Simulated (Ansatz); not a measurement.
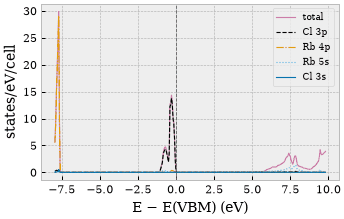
*Total and projected density of states of RbCl (rock salt, Fm-3m), plane-wave PAW LDA (Ansatz code)*

Task: Which orbitals carry the states next to the gap?

Result: Top 1 eV of the valence band: Cl 3p 95 %. Bottom 1 eV of the conduction band: Rb 5s 73 %, Cl 3s 15 %. Projections are on Löwdin-orthogonalised atomic valence shells; empty p or d shells of many metals are not among them.

The cell was relaxed with LDA under the symmetry of its start; phonons on a q-mesh show no instability. Spin–orbit coupling is left out wherever it is not named.

Potentials: the later of the program's two PAW sets.
